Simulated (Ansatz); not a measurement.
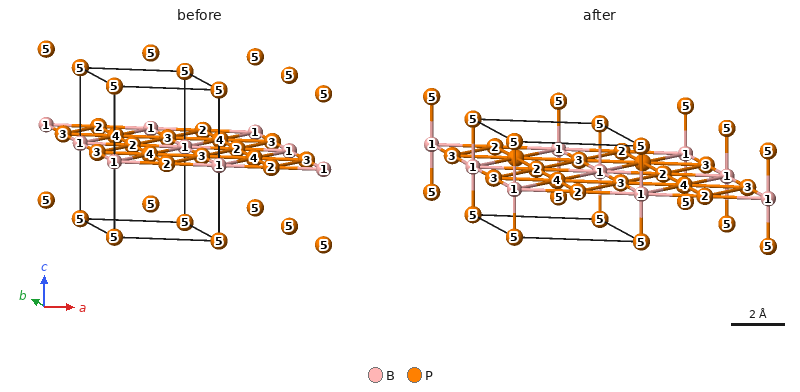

The structure of a crystal of BP4 (a generated structure, set up in P6/mmm) (coarse preliminary run) before (left) and after (right) a relaxation, at one scale.

Style: ball-and-stick. Shown: the cell of the calculation, repeated 2 × 2 × 1 with one cell outlined, slightly off an axis.

Computed with Ansatz, DFT PBE, scalar-relativistic, plane waves, PAW. (plane-wave cutoff 420 eV; k-point mesh 6 × 6 × 4; occupations gaussian; smearing width 0.1 eV; no spin polarisation; cell and atoms relaxed; force threshold 0.04 eV/Å; at most 70 steps)

Question: What changed between the two?

Answer: The energy falls by 1085 meV per atom in 11 accepted moves (14 points after the start). All forces vanish by symmetry, so only the cell relaxes. Pressure: 23.40 GPa at the start and 0.19 GPa at the end. The line search rejected the trial step at point 10 of the run. At 2 points the geometry stayed and the basis and grid were re-selected for the new cell (energy shift of 17.5 meV per atom at most each time). No atom moves by more than 0.005 Å relative to the cell. The volume changes by −6.7 %, with a = b 4.083 → 4.957 Å (+21.4 %), c 5.881 → 3.723 Å (−36.7 %). Near-neighbour distances that change, for instance: B1–P5 2.941 → 1.862 Å, B1–P2 2.042 → 2.479 Å, P2–P3 2.042 → 2.479 Å. New bonds form, among them: B1–P5 (2.94 → 1.86 Å). The space group stays P6/mmm (No. 191). Cost: 32 s on 1 thread of Arm Neoverse V2 (shared host), peak memory 0.33 GiB.

Limits of the set-up: layers or molecules are held without a dispersion correction, so their spacing is unreliable.
